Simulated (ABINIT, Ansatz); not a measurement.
# BN (P6_3/mmc): modes at Γ and the response to a field, part 2 of 3

Which modes does BN (P6_3/mmc) have at the zone centre?

ABINIT 10.8.3; DFT LDA, scalar-relativistic, plane waves, PseudoDojo norm-conserving pseudopotentials.

So far. Step 3 (Ground state): The cell stands at -0.73 GPa: the relaxation ran with a smoothed cutoff, and the difference is a stress of the finite basis. Step 5 (Zone-centre response): The acoustic modes at Γ come out as far as 2.2 cm⁻¹ from zero, where they should vanish, a small numerical error; the Born charges miss their sum rule by 5.3e-4 e, which is good. The relaxed cell has a = 2.489, c = 6.493 Å (conventional setting).

The database entry behind the starting cell differs from later determinations by our own check (about 0.3 % short, minor phase), so it need not match the best structure at ambient conditions.

### 6. Zone-centre analysis

anaddb reads the merged derivatives, imposes the acoustic sum rule and charge neutrality, and adds the LO-TO term along chosen directions.

anaddb.abi reads:

```
ddb_filepath "gamma_DDB"
output_file "anaddb.abo"
outdata_prefix "anaddb"
asr 1
chneut 1
enunit 2
eivec 1
nph1l 1
qph1l 0.0 0.0 0.0 1.0
dieflag 1
nph2l 3
qph2l 
    1.0 0.0 0.0 0.0
    0.0 0.0 1.0 0.0
    1.0 1.0 1.0 0.0
```

mrgddb.in reads:

```
gamma_DDB
merged
2
dfpt_gammao_DS2_DDB
gso_DDB
```

On the command line:

```bash
$ mrgddb < mrgddb.in > mrgddb.log
$ OMP_NUM_THREADS=1 anaddb anaddb.abi > anaddb.log
```

anaddb.abo, the main output file:

```text
[banners, grids, parts of the stress and lines that vanish by symmetry left out]
-outvars_anaddb: echo values of input variables ----------------------

 Flags :
[...]
Dielectric Tensor and Effective Charges
[...]
Effective charge tensors after
[...]
Phonon wavevector (reduced coordinates) :  0.00000  0.00000  0.00000
 Phonon energies in Hartree :
[...]
Phonon energies in meV     :
-  0.000000E+00  0.000000E+00  0.000000E+00  6.207612E+00  6.207612E+00
-  1.387978E+01  9.382980E+01  1.013329E+02  1.716960E+02  1.716960E+02
-  1.717024E+02  1.717024E+02
 Phonon frequencies in cm-1    :
-  0.000000E+00  0.000000E+00  0.000000E+00  5.006776E+01  5.006776E+01
-  1.119480E+02  7.567884E+02  8.173049E+02  1.384821E+03  1.384821E+03
-  1.384873E+03  1.384873E+03
 Phonon frequencies in Thz     :
-  0.000000E+00  0.000000E+00  0.000000E+00  1.500994E+00  1.500994E+00
-  3.356117E+00  2.268795E+01  2.450219E+01  4.151590E+01  4.151590E+01
-  4.151745E+01  4.151745E+01
 Phonon energies in Kelvin  :
-  0.000000E+00  0.000000E+00  0.000000E+00  7.203634E+01  7.203634E+01
-  1.610682E+02  1.088850E+03  1.175919E+03  1.992449E+03  1.992449E+03
-  1.992523E+03  1.992523E+03
[...]
-  1  3.24157386E-07 -4.48987239E-07 -3.32448081E-03
-     0.00000000E+00  0.00000000E+00  0.00000000E+00
-  2  3.24157386E-07 -4.48987239E-07 -3.32448081E-03
-     0.00000000E+00  0.00000000E+00  0.00000000E+00
-  3  3.24157382E-07 -4.48987234E-07 -3.32448081E-03
-     0.00000000E+00  0.00000000E+00  0.00000000E+00
-  4  3.24157382E-07 -4.48987234E-07 -3.32448081E-03
-     0.00000000E+00  0.00000000E+00  0.00000000E+00
[...]
-  1  1.18514773E-06  3.32448063E-03 -4.48871650E-07
-     0.00000000E+00  0.00000000E+00  0.00000000E+00
-  2  1.18514773E-06  3.32448063E-03 -4.48871650E-07
-     0.00000000E+00  0.00000000E+00  0.00000000E+00
-  3  1.18514771E-06  3.32448059E-03 -4.48871651E-07
-     0.00000000E+00  0.00000000E+00  0.00000000E+00
-  4  1.18514771E-06  3.32448059E-03 -4.48871651E-07
-     0.00000000E+00  0.00000000E+00  0.00000000E+00
[...]
-  1  3.32448065E-03 -1.18510394E-06  3.24317420E-07
-     0.00000000E+00  0.00000000E+00  0.00000000E+00
-  2  3.32448065E-03 -1.18510394E-06  3.24317420E-07
-     0.00000000E+00  0.00000000E+00  0.00000000E+00
-  3  3.32448061E-03 -1.18510393E-06  3.24317420E-07
-     0.00000000E+00  0.00000000E+00  0.00000000E+00
-  4  3.32448061E-03 -1.18510393E-06  3.24317420E-07
-     0.00000000E+00  0.00000000E+00  0.00000000E+00
[...]
-  1  1.31534179E-06  3.32691215E-03  0.00000000E+00
-     0.00000000E+00  0.00000000E+00  0.00000000E+00
-  2 -1.31534179E-06 -3.32691215E-03  0.00000000E+00
-     0.00000000E+00  0.00000000E+00  0.00000000E+00
[...]
-     1          0.000000    -0.000000     0.000000     0.000000
-     2          0.000000     0.000000     0.000000     0.000000
-     3          0.000000    -0.000000    -0.000000     0.000000
-     4          0.000000    -0.000000    -0.000000     0.000000
-     5         -0.000000     0.000000     0.000000     0.000000
[...]
-     9         -0.000000     0.000000     0.000000     0.000000
[...]
-   1     Real    0.0000E+00  0.0000E+00  0.0000E+00  0.0000E+00  0.0000E+00  0.0000E+00  0.0000E+00
[...]
-   2     Real    0.0000E+00  0.0000E+00  0.0000E+00  0.0000E+00  0.0000E+00  0.0000E+00  0.0000E+00
[...]
-   3     Real    0.0000E+00  0.0000E+00  0.0000E+00  0.0000E+00  0.0000E+00  0.0000E+00  0.0000E+00
[...]
-   4     Real    0.0000E+00  0.0000E+00  0.0000E+00  0.0000E+00  0.0000E+00  0.0000E+00  0.0000E+00
[...]
-   5     Real    0.0000E+00  0.0000E+00  0.0000E+00  0.0000E+00  0.0000E+00  0.0000E+00  0.0000E+00
[...]
-   9     Real    0.0000E+00  0.0000E+00  0.0000E+00  0.0000E+00  0.0000E+00  0.0000E+00  0.0000E+00
[...]
-  10     Real    0.0000E+00  0.0000E+00  0.0000E+00  0.0000E+00  0.0000E+00  0.0000E+00  0.0000E+00
[...]
-  11     Real    0.0000E+00  1.3081E-03  0.0000E+00  5.9233E-10  0.0000E+00  0.0000E+00  1.3081E-03
[...]
-  12     Real    1.3081E-03  0.0000E+00  0.0000E+00 -5.9233E-10  0.0000E+00  0.0000E+00  1.3081E-03
[...]
Phonon at Gamma, with non-analyticity in the
[...]
Phonon energies in Hartree :
[...]
Phonon energies in meV     :
[...]
-  1.717024E+02  2.004446E+02
 Phonon frequencies in cm-1    :
[...]
-  1.384873E+03  1.616695E+03
 Phonon frequencies in Thz     :
[...]
-  4.151745E+01  4.846730E+01
 Phonon energies in Kelvin  :
[...]
-  1.992523E+03  2.326063E+03
[...]
Phonon at Gamma, with non-analyticity in the
[...]
Phonon energies in Hartree :
[...]
Phonon energies in meV     :
[...]
-  1.717024E+02  1.717024E+02
 Phonon frequencies in cm-1    :
[...]
-  1.384873E+03  1.384873E+03
 Phonon frequencies in Thz     :
[...]
-  4.151745E+01  4.151745E+01
 Phonon energies in Kelvin  :
[...]
-  1.992523E+03  1.992523E+03
[...]
-  4  2.14170586E-07  0.00000000E+00 -3.32448085E-03
-     0.00000000E+00  0.00000000E+00  0.00000000E+00
[...]
-  1  0.00000000E+00  3.32448088E-03  0.00000000E+00
-     0.00000000E+00  0.00000000E+00  0.00000000E+00
-  2  0.00000000E+00  3.32448088E-03  0.00000000E+00
-     0.00000000E+00  0.00000000E+00  0.00000000E+00
-  3  0.00000000E+00  3.32448083E-03  0.00000000E+00
-     0.00000000E+00  0.00000000E+00  0.00000000E+00
-  4  0.00000000E+00  3.32448083E-03  0.00000000E+00
-     0.00000000E+00  0.00000000E+00  0.00000000E+00
[...]
-  1  3.32448087E-03  0.00000000E+00  2.14170557E-07
-     0.00000000E+00  0.00000000E+00  0.00000000E+00
[...]
Phonon at Gamma, with non-analyticity in the
[...]
Phonon energies in Hartree :
[...]
Phonon energies in meV     :
-  0.000000E+00  0.000000E+00  0.000000E+00  6.207612E+00  6.207612E+00
-  1.387978E+01  9.525029E+01  1.013329E+02  1.716960E+02  1.716960E+02
-  1.717024E+02  1.945807E+02
 Phonon frequencies in cm-1    :
-  0.000000E+00  0.000000E+00  0.000000E+00  5.006776E+01  5.006776E+01
-  1.119480E+02  7.682454E+02  8.173049E+02  1.384821E+03  1.384821E+03
-  1.384873E+03  1.569399E+03
 Phonon frequencies in Thz     :
-  0.000000E+00  0.000000E+00  0.000000E+00  1.500994E+00  1.500994E+00
-  3.356117E+00  2.303142E+01  2.450219E+01  4.151590E+01  4.151590E+01
-  4.151745E+01  4.704940E+01
 Phonon energies in Kelvin  :
-  0.000000E+00  0.000000E+00  0.000000E+00  7.203634E+01  7.203634E+01
-  1.610682E+02  1.105334E+03  1.175919E+03  1.992449E+03  1.992449E+03
-  1.992523E+03  2.258015E+03
[...]
-  3 -2.06525290E-03  2.06525290E-03  0.00000000E+00
-     0.00000000E+00  0.00000000E+00  0.00000000E+00
-  4 -2.06525290E-03  2.06525290E-03  0.00000000E+00
-     0.00000000E+00  0.00000000E+00  0.00000000E+00
[...]
Direction                     Dielectric constant
[...]
0.00000   0.00000   1.00000      3.37504247
   1.00000   1.00000   1.00000      5.52234627
-
```

The job ended after 0.51 s (1 thread of Arm Neoverse V2, shared host).

This step gave:

| Property | Result |
| --- | --- |
| lowest optical zone-centre mode | 50.07 cm⁻¹ |
| mean static dielectric constant | 5.522 |
| highest mode moved by the LO-TO term | 1617 cm⁻¹ |

No LO-TO term; unit eigenvectors of the mass-weighted matrix, from anaddb's displacements. Modes at Γ, with each element's share of the kinetic energy:

```tsv
mode	frequency (cm⁻¹)	B %	N %
1	0.0	44	56
2	0.0	44	56
3	0.0	44	56
4	50.1	44	56
5	50.1	44	56
6	111.9	44	56
7	756.8	56	44
8	817.3	56	44
9	1384.8	56	44
10	1384.8	56	44
11	1384.9	56	44
12	1384.9	56	44
```

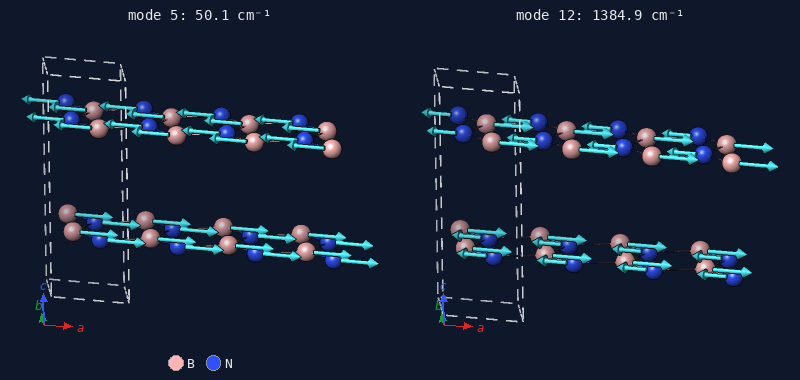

Displacement patterns of modes 5 and 12 at Γ; arrows are exaggerated. 4×2×1 cells are drawn.

Static dielectric tensor (ions relaxed, fixed cell):

```
6.60 0.00 0.00
0.00 6.60 0.00
0.00 0.00 3.38
```

The rule moves no optical mode by more than 0.1 cm⁻¹.

### 7. Sum rules set otherwise (asr 0)

Without the rule the raw error of the acoustic modes shows.

anaddb.abi: that of step 6 with these lines changed.

```diff
@@ -3,4 +3,4 @@
 outdata_prefix "anaddb"
-asr 1
-chneut 1
+asr 0
+chneut 0
 enunit 2
```

mrgddb.in is that of step 6.

anaddb.abo, the main output file:

```text
[banners, grids, parts of the stress and lines that vanish by symmetry left out]
-outvars_anaddb: echo values of input variables ----------------------

 Flags :
[...]
Dielectric Tensor and Effective Charges
[...]
Effective charge tensors after
[...]
Phonon wavevector (reduced coordinates) :  0.00000  0.00000  0.00000
 Phonon energies in Hartree :
[...]
Phonon energies in meV     :
-  2.432121E-01  2.432121E-01  2.672136E-01  6.212369E+00  6.212369E+00
-  1.388234E+01  9.383010E+01  1.013332E+02  1.716961E+02  1.716961E+02
-  1.717025E+02  1.717025E+02
 Phonon frequencies in cm-1    :
-  1.961638E+00  1.961638E+00  2.155223E+00  5.010613E+01  5.010613E+01
-  1.119686E+02  7.567908E+02  8.173072E+02  1.384822E+03  1.384822E+03
-  1.384874E+03  1.384874E+03
 Phonon frequencies in Thz     :
-  5.880842E-02  5.880843E-02  6.461197E-02  1.502144E+00  1.502144E+00
-  3.356735E+00  2.268802E+01  2.450225E+01  4.151593E+01  4.151593E+01
-  4.151748E+01  4.151748E+01
 Phonon energies in Kelvin  :
-  2.822359E+00  2.822359E+00  3.100886E+00  7.209155E+01  7.209155E+01
-  1.610979E+02  1.088853E+03  1.175923E+03  1.992451E+03  1.992451E+03
-  1.992525E+03  1.992525E+03
[...]
-  1  6.76778911E-07  3.32448731E-03  0.00000000E+00
-     0.00000000E+00  0.00000000E+00  0.00000000E+00
-  2  6.76778911E-07  3.32448731E-03  0.00000000E+00
-     0.00000000E+00  0.00000000E+00  0.00000000E+00
-  3  6.76776557E-07  3.32447575E-03  0.00000000E+00
-     0.00000000E+00  0.00000000E+00  0.00000000E+00
-  4  6.76776556E-07  3.32447575E-03  0.00000000E+00
-     0.00000000E+00  0.00000000E+00  0.00000000E+00
[...]
-  1  3.32448731E-03 -6.76778911E-07  0.00000000E+00
-     0.00000000E+00  0.00000000E+00  0.00000000E+00
-  2  3.32448731E-03 -6.76778911E-07  0.00000000E+00
-     0.00000000E+00  0.00000000E+00  0.00000000E+00
-  3  3.32447575E-03 -6.76776556E-07  0.00000000E+00
-     0.00000000E+00  0.00000000E+00  0.00000000E+00
-  4  3.32447575E-03 -6.76776557E-07  0.00000000E+00
-     0.00000000E+00  0.00000000E+00  0.00000000E+00
[...]
-  1  0.00000000E+00  0.00000000E+00  3.32450749E-03
-     0.00000000E+00  0.00000000E+00  0.00000000E+00
-  2  0.00000000E+00  0.00000000E+00  3.32450749E-03
-     0.00000000E+00  0.00000000E+00  0.00000000E+00
-  3  0.00000000E+00  0.00000000E+00  3.32446029E-03
-     0.00000000E+00  0.00000000E+00  0.00000000E+00
-  4  0.00000000E+00  0.00000000E+00  3.32446029E-03
-     0.00000000E+00  0.00000000E+00  0.00000000E+00
[...]
-  1  8.97877393E-07  3.32691880E-03  0.00000000E+00
-     0.00000000E+00  0.00000000E+00  0.00000000E+00
-  2 -8.97877392E-07 -3.32691880E-03  0.00000000E+00
-     0.00000000E+00  0.00000000E+00  0.00000000E+00
[...]
-     1          0.000000     0.000032     0.000000     0.000032
-     2          0.000032    -0.000000     0.000000     0.000032
-     3         -0.000000     0.000000     0.000276     0.000276
-     4         -0.000000     0.000000     0.000000     0.000000
-     5          0.000000    -0.000000     0.000000     0.000000
[...]
-     9          0.000000    -0.000000     0.000000     0.000000
[...]
-   1     Real    0.0000E+00  4.6130E-14  0.0000E+00  0.0000E+00  0.0000E+00  0.0000E+00  4.6130E-14
[...]
-   2     Real    4.6130E-14  0.0000E+00  0.0000E+00  0.0000E+00  0.0000E+00  0.0000E+00  4.6130E-14
[...]
-   3     Real    0.0000E+00  0.0000E+00  3.3555E-12  0.0000E+00  0.0000E+00  0.0000E+00  3.3555E-12
[...]
-   4     Real    0.0000E+00  0.0000E+00  0.0000E+00  0.0000E+00  0.0000E+00  0.0000E+00  0.0000E+00
[...]
-   5     Real    0.0000E+00  0.0000E+00  0.0000E+00  0.0000E+00  0.0000E+00  0.0000E+00  0.0000E+00
[...]
-   9     Real    0.0000E+00  0.0000E+00  0.0000E+00  0.0000E+00  0.0000E+00  0.0000E+00  0.0000E+00
[...]
-  10     Real    0.0000E+00  0.0000E+00  0.0000E+00  0.0000E+00  0.0000E+00  0.0000E+00  0.0000E+00
[...]
-  11     Real    5.1882E-14  1.3081E-03  0.0000E+00 -8.2382E-09  0.0000E+00  0.0000E+00  1.3081E-03
[...]
-  12     Real    1.3081E-03  5.1882E-14  0.0000E+00  8.2382E-09  0.0000E+00  0.0000E+00  1.3081E-03
[...]
Phonon at Gamma, with non-analyticity in the
[...]
Phonon energies in Hartree :
[...]
Phonon energies in meV     :
[...]
-  1.717025E+02  2.004448E+02
 Phonon frequencies in cm-1    :
[...]
-  1.384874E+03  1.616696E+03
 Phonon frequencies in Thz     :
[...]
-  4.151748E+01  4.846733E+01
 Phonon energies in Kelvin  :
[...]
-  1.992525E+03  2.326065E+03
[...]
Phonon at Gamma, with non-analyticity in the
[...]
Phonon energies in Hartree :
[...]
Phonon energies in meV     :
[...]
-  1.717025E+02  1.717025E+02
 Phonon frequencies in cm-1    :
[...]
-  1.384874E+03  1.384874E+03
 Phonon frequencies in Thz     :
[...]
-  4.151748E+01  4.151748E+01
 Phonon energies in Kelvin  :
[...]
-  1.992525E+03  1.992525E+03
[...]
-  4  4.04439757E-07 -3.32447579E-03  0.00000000E+00
-     0.00000000E+00  0.00000000E+00  0.00000000E+00
[...]
-  1  3.32448736E-03  4.04441164E-07  0.00000000E+00
-     0.00000000E+00  0.00000000E+00  0.00000000E+00
-  2  3.32448736E-03  4.04441164E-07  0.00000000E+00
-     0.00000000E+00  0.00000000E+00  0.00000000E+00
-  3  3.32447579E-03  4.04439757E-07  0.00000000E+00
-     0.00000000E+00  0.00000000E+00  0.00000000E+00
-  4  3.32447579E-03  4.04439757E-07  0.00000000E+00
-     0.00000000E+00  0.00000000E+00  0.00000000E+00
[...]
-  1  0.00000000E+00  0.00000000E+00  3.32440661E-03
-     0.00000000E+00  0.00000000E+00  0.00000000E+00
[...]
Phonon at Gamma, with non-analyticity in the
[...]
Phonon energies in Hartree :
[...]
Phonon energies in meV     :
-  2.432121E-01  2.432125E-01  2.672286E-01  6.212369E+00  6.212369E+00
-  1.388234E+01  9.525064E+01  1.013332E+02  1.716961E+02  1.716961E+02
-  1.717025E+02  1.945808E+02
 Phonon frequencies in cm-1    :
-  1.961638E+00  1.961641E+00  2.155344E+00  5.010613E+01  5.010613E+01
-  1.119686E+02  7.682482E+02  8.173072E+02  1.384822E+03  1.384822E+03
-  1.384874E+03  1.569400E+03
 Phonon frequencies in Thz     :
-  5.880842E-02  5.880853E-02  6.461560E-02  1.502144E+00  1.502144E+00
-  3.356735E+00  2.303150E+01  2.450225E+01  4.151593E+01  4.151593E+01
-  4.151748E+01  4.704944E+01
 Phonon energies in Kelvin  :
-  2.822359E+00  2.822364E+00  3.101060E+00  7.209155E+01  7.209155E+01
-  1.610979E+02  1.105338E+03  1.175923E+03  1.992451E+03  1.992451E+03
-  1.992525E+03  2.258017E+03
[...]
-  3 -2.06525694E-03  2.06525694E-03  0.00000000E+00
-     0.00000000E+00  0.00000000E+00  0.00000000E+00
-  4 -2.06525694E-03  2.06525694E-03  0.00000000E+00
-     0.00000000E+00  0.00000000E+00  0.00000000E+00
[...]
Direction                     Dielectric constant
[...]
0.00000   0.00000   1.00000      3.37506149
   1.00000   1.00000   1.00000      5.52235206
-
```

Wall time 0.51 s (1 thread).

Numbers from this step:

```
lowest optical zone-centre mode : 50.11 cm⁻¹
```

Zone-centre frequencies as printed; negative means imaginary. Modes:

```tsv
mode	frequency (cm⁻¹)
1	1.96
2	1.96
3	2.16
4	50.11
5	50.11
6	112
7	756.8
8	817.3
9	1385
10	1385
11	1385
12	1385
```

[end of part 2 of 3]

[Host names and launcher messages were left out of these logs when they were recorded.]

[Logs are printed without paths, hosts, clocks, repeated set-up lines and the standing remarks that a program may print on its own settings, such as how far it seeks lower states.]

[Hosts, paths, dates, database ids (printed as entryN), source tags and the programs' standing remarks are cut or masked in the printed files.]
